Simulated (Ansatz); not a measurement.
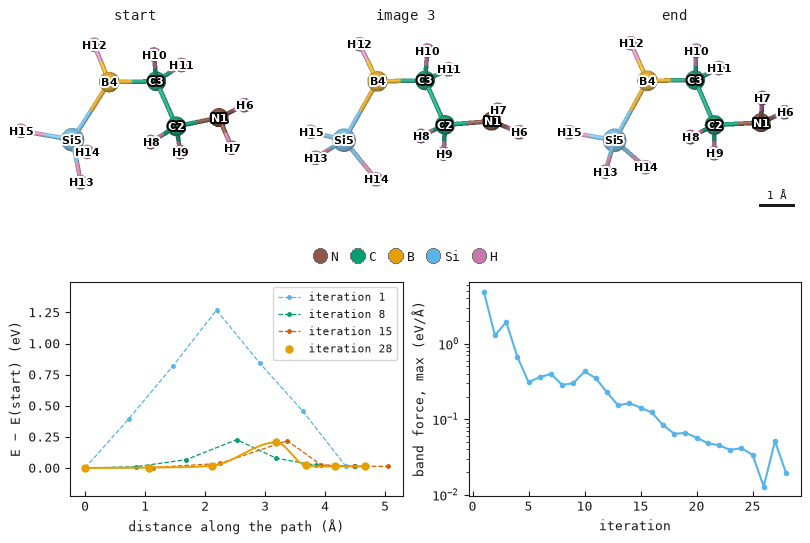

A search for the minimum-energy path of C₂H₁₀BNSi by the nudged elastic band. Images are numbered from 0 (start) to 6 (end). The plot follows the band through its iterations. The picture is a ball-and-stick view, seen at a tilt.

The calculation used RKS PBE0/def2-SVP (Ansatz 0.2.0). Run with 5 movable images; climbing image; force threshold 0.03 eV/Å; iteration limit 60; starting path through a guess of the saddle point.

**Did the band converge, and can the barrier be trusted?**

The run is converged, with reservations. The band converged in 28 iterations. The largest component of the band force went from 4.9 to 0.019 eV/Å. The climbing image converged on the top of the path. Its vibrational analysis gives 2 imaginary modes over 30i cm⁻¹, so it isn't confirmed as a transition state. The first iteration put the highest image at 1.268 eV. The energy climbs by 0.206 eV to image 3 and then falls by 0.193 eV, so the end point sits at +0.012 eV.
